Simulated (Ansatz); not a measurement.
Polymorphs of Ta

29 relaxations of Ta ended in 11 distinct structures. Calculation: r2SCAN (plane waves to 500 eV, PAW, scalar-relativistic; Ansatz, a quantum-chemistry and plane-wave program).

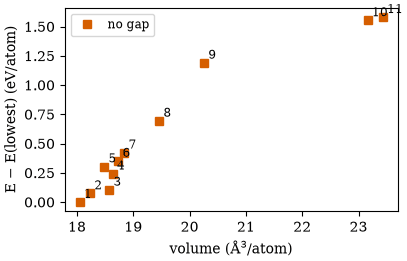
Figure. Energy against volume of the distinct structures, numbered as in the table

```tsv
#	space group	Pearson	type	E − E(lowest) (eV/atom)	V (Å³/atom)	coordination	runs ending here
1	Im-3m	cI2	bcc (W type)	0.00	18.05	Ta 8 (cubic)+6	13
2	P2₁/m	mP6	–	0.07	18.23	–	1
3	Fd-3m	cF24	–	0.10	18.57	–	1
4	Fm-3m	cF4	fcc (Cu type)	0.24	18.64	Ta 12 (cuboctahedral)	1
5	P6₃/mmc	hP2	hcp (Mg type)	0.30	18.48	Ta 12 (anticuboctahedral)	5
6	Pa-3	cP8	–	0.35	18.73	–	1
7	Fmmm	oF8	–	0.42	18.84	–	1
8	P6/mmm	hP1	AFLOW prototype A_hP1_191_a (A_f, as in Sn)	0.69	19.46	–	1
9	Pm-3m	cP1	AFLOW prototype A_cP1_221_a (A_h)	1.19	20.26	–	3
10	P6/mmm	hP3	–	1.55	23.17	–	1
11	P4/mmm	tP4	–	1.58	23.43	–	1
```

Coordination numbers (neighbours up to the widest gap in distance over summed covalent radii, below 1.35; n+m marks a second, longer set). All are gapless at this level. Im-3m, cI2, bcc (W type) is the lowest among the structures calculated here.

Space group Im-3m (No. 229); a = 3.3051 Å, b = 3.3051 Å, c = 3.3051 Å, α = 90.00°, β = 90.00°, γ = 90.00°

| atom | site | symmetry | x | y | z |
|---|---|---|---|---|---|
| Ta | 2a | m-3m | 0.0000 | 0.0000 | 0.0000 |
(The calculation used a cell of 1 atom; values per cell refer to that cell.)

Probably no minimum, since a slightly shaken restart fell lower: Pm-3m, cP1, AFLOW prototype A_cP1_221_a (A_h) (by 1.19 eV/atom, to Im-3m); P6/mmm, hP3 (by 1.48 eV/atom, to P2₁/m). Each run could gain symmetry but not lose that of its start, so entries can be saddle points. From databases, or of a type measured for this composition: Im-3m, cI2, bcc (W type); Fm-3m, cF4, fcc (Cu type); the others are generated cells (placed on structure types, drawn at random, substituted or restacked) that were not matched to a known phase here. Static energies at zero pressure. The runs use different k-meshes, so differences are rounded accordingly. No spin polarisation in the result.
